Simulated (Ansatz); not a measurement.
# CCSDTQ/STO-3G run of NF3 (nitrogen trifluoride)

What is the electronic atomisation energy of NF3 (nitrogen trifluoride) at CCSDTQ/STO-3G? 

The results are computed with Ansatz 0.2.0.

29 further runs of the same task are left out: 1 that didn't finish, 28 set aside as unsound or not needed.

## 1. The molecule

The species is NF3 (4 atoms), meant as a singlet with charge 0. As SMILES, `FN(F)F`. The coordinates come from a PBE0-D4/def2-TZVP relaxation.

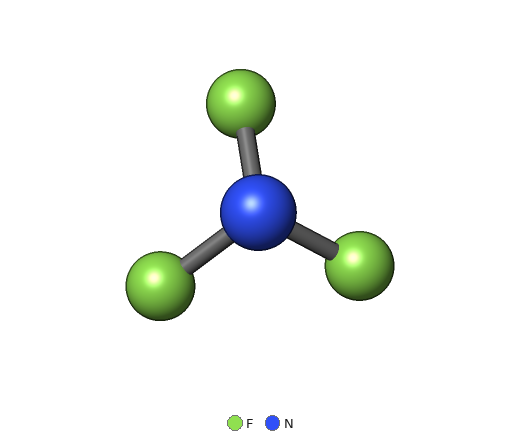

Viewed from a chosen angle; fluorine green, nitrogen blue.

## 2. A single-point energy at CCSDTQ/STO-3G

File job.yaml:

```yaml
crystal:
  periodic: [false, false, false]
  atoms:
    - {symbol: F, position_ang: [0.614010, 0.000340, 1.066930]}
    - {symbol: "N", position_ang: [0.353420, -0.074150, -0.266250]}
    - {symbol: F, position_ang: [-0.636280, -1.006490, -0.312240]}
    - {symbol: F, position_ang: [-0.331150, 1.080310, -0.488440]}
basis:
  gaussian: {orbitals: STO-3G}
correlation: {method: ccsdtq, frozen_orbitals: {F: 1, "N": 1}}
magnetization: {spin_polarized: false}
accuracy: high
scf: {omitted_lower_state_checks: [cluster_reference, increment]}
```

Run with:

```bash
$ ansatz run job.yaml --threads 1 --pin off --max-ram 3480MiB --events-out events.jsonl --progress --plain --runs-dir runs
```

Log:

```text
Warning: RAYON_NUM_THREADS=1 ignored (pool sized by the plan → 1); use --threads N
Functional definition: HF
  name "HF"
  exchange = exact_x
  correlation = 0
these checks for a lower state are left out or cut short: cluster_reference, increment
369 factors; integrals over basis functions are off by at most 3.8e-8 eV
mean field evaluation 1: about -9457.0822 eV, gradient 3.9e1 eV
mean field evaluation 2: about -9457.3287 eV, gradient 3.9e1 eV
mean field evaluation 4: about -9462.7714 eV, gradient 2.6e0 eV
mean field evaluation 8: about -9462.8167 eV, gradient 3.9e-4 eV
mean field -9462.81672767 eV, -347.7521006142 hartree, gradient 3.2e-8 eV, S^2 0.000000; 0 other end points of the search recorded, 0 dependent functions left out
4 core orbitals not correlated: weight in the atoms' cores, before any rotation towards them, 1.000 or more for the frozen orbitals, at most 0.000 for the correlated occupied ones
reference -9462.81672767 eV, -347.7521006142 hartree; 13, 13 occupied and 3, 3 virtual orbitals, 369 factors
second order -2.82034419 eV of doubles, -0.00000000 eV of singles
cycle   1  -3.40583727 eV  change   -5.9e-1 eV  update   7.6e-2
cycle   2  -3.76733039 eV  change   -3.6e-1 eV  update   3.5e-2
cycle   3  -3.87899554 eV  change   -1.1e-1 eV  update   2.2e-2
cycle   4  -3.90227322 eV  change   -2.3e-2 eV  update   8.2e-3
cycle   5  -3.90695538 eV  change   -4.7e-3 eV  update   6.2e-3
cycle   6  -3.90834789 eV  change   -1.4e-3 eV  update   4.4e-3
cycle   7  -3.90808925 eV  change    2.6e-4 eV  update   2.3e-3
cycle   8  -3.90754775 eV  change    5.4e-4 eV  update   6.2e-4
cycle   9  -3.90767107 eV  change   -1.2e-4 eV  update   3.4e-4
cycle  10  -3.90775820 eV  change   -8.7e-5 eV  update   2.6e-4
cycle  11  -3.90777400 eV  change   -1.6e-5 eV  update   1.8e-4
cycle  12  -3.90778835 eV  change   -1.4e-5 eV  update   3.7e-5
cycle  13  -3.90778865 eV  change   -3.0e-7 eV  update   1.6e-5
cycle  14  -3.90778235 eV  change    6.3e-6 eV  update   8.4e-6
cycle  15  -3.90778123 eV  change    1.1e-6 eV  update   6.3e-6
cycle  16  -3.90778121 eV  change    2.0e-8 eV  update   3.8e-6
cycle  17  -3.90778142 eV  change   -2.2e-7 eV  update   1.4e-6
cycle  18  -3.90778153 eV  change   -1.1e-7 eV  update   1.5e-7
cycle  19  -3.90778155 eV  change   -1.8e-8 eV  update   1.7e-7
cycle  20  -3.90778127 eV  change    2.8e-7 eV  update   8.3e-8
cycle  21  -3.90778119 eV  change    7.9e-8 eV  update   6.7e-8
cycle  22  -3.90778115 eV  change    3.6e-8 eV  update   2.3e-8
cycle  23  -3.90778115 eV  change    8.4e-9 eV  update   1.5e-8
cycle  24  -3.90778115 eV  change   2.8e-10 eV  update   7.8e-9
cycle  25  -3.90778115 eV  change   2.9e-10 eV  update   3.7e-9
cycle  26  -3.90778115 eV  change   8.3e-10 eV  update   3.3e-9
cycle  27  -3.90778114 eV  change   4.2e-10 eV  update   1.6e-9
Total energy: -9466.72450881 eV, -347.8957089224 hartree
Checks for a lower state left out: cluster_reference, increment
```

Run time: 21 s. Hardware: 1 thread of Arm Neoverse V1, shared host; peak memory 0.3 GiB.

## 3. The F atom

File job.yaml:

```yaml
crystal:
  periodic: [false, false, false]
  atoms:
    - {symbol: F, position_ang: [0.000000, 0.000000, 0.000000]}
basis:
  gaussian: {orbitals: STO-3G}
accuracy: high
scf: {omitted_lower_state_checks: [cluster_reference, increment]}
magnetization: {spin_polarized: true, initial_magnetization: 1}
correlation: {method: ccsdtq, frozen_orbitals: {F: 1}}
```

Run the same way, it converges to -97.98651 Eh (log not shown).

## 4. The N atom

File in.yaml:

```yaml
crystal:
  periodic: [false, false, false]
  atoms:
    - {symbol: "N", position_ang: [0.000000, 0.000000, 0.000000]}
basis:
  gaussian: {orbitals: STO-3G}
accuracy: high
correlation: {method: ccsdtq, frozen_orbitals: {"N": 1}}
magnetization: {spin_polarized: true, initial_magnetization: 3}
scf: {omitted_lower_state_checks: [cluster_reference, increment]}
```

Run with:

```bash
$ ansatz run in.yaml --threads 1 --pin off --max-ram 3480MiB --events-out events.jsonl --progress --plain --runs-dir runs
```

Log:

```text
Warning: RAYON_NUM_THREADS=1 ignored (pool sized by the plan → 1); use --threads N
[... 4 set-up lines as earlier in the session ...]
these checks for a lower state are left out or cut short: cluster_reference, increment
15 factors; integrals over basis functions are off by at most 1.1e-9 eV
mean field evaluation 1: about -1461.7687 eV, gradient 1.8e-14 eV
mean field evaluation 2: about -1461.7687 eV, gradient 0.0e0 eV
mean field -1461.76873496 eV, -53.7190101874 hartree, gradient 0.0e0 eV, S^2 3.750000; 0 other end points of the search recorded, 0 dependent functions left out
1 core orbitals not correlated: weight in the atoms' cores, before any rotation towards them, 1.000 or more for the frozen orbitals, at most 0.000 for the correlated occupied ones
reference -1461.76873496 eV, -53.7190101874 hartree; 4, 1 occupied and 0, 3 virtual orbitals, 15 factors
second order 0.00000000 eV of doubles, 0.00000000 eV of singles
cycle   1  0.00000000 eV  change     0.0e0 eV  update    0.0e0
cycle   2  0.00000000 eV  change     0.0e0 eV  update    0.0e0
Total energy: -1461.76873496 eV, -53.7190101874 hartree
Checks for a lower state left out: cluster_reference, increment
```

It took 0.64 s on 1 thread of Arm Neoverse V1, shared host.

## 5. Results

Level: CCSDTQ/STO-3G, 4 core orbitals frozen.

| quantity | value |
| --- | --- |
| molecule: total energy | -347.89571 Eh |
| molecule: correlation energy (4 core orbitals frozen) | -143.6 mEh |
| molecule: T1 diagnostic | 0.011 |
| F atom: total energy | -97.98651 Eh |
| F atom: correlation energy (1 core orbital frozen) | 0.0 mEh |
| F atom: ⟨S²⟩ of the reference determinant | 0.750 |
| F atom: T1 diagnostic | 0.000 |
| N atom: total energy | -53.71901 Eh |
| N atom: correlation energy (1 core orbital frozen) | 0.0 mEh |
| N atom: ⟨S²⟩ of the reference determinant | 3.750 |
| N atom: T1 diagnostic | 0.000 |
| electronic atomisation energy | 5.910 eV |

In words: Taking the molecule apart into free atoms costs 5.91 eV (570 kJ/mol), before zero-point energy and without spin-orbit coupling. In a minimal basis such a difference can be off by several eV, whatever the method.
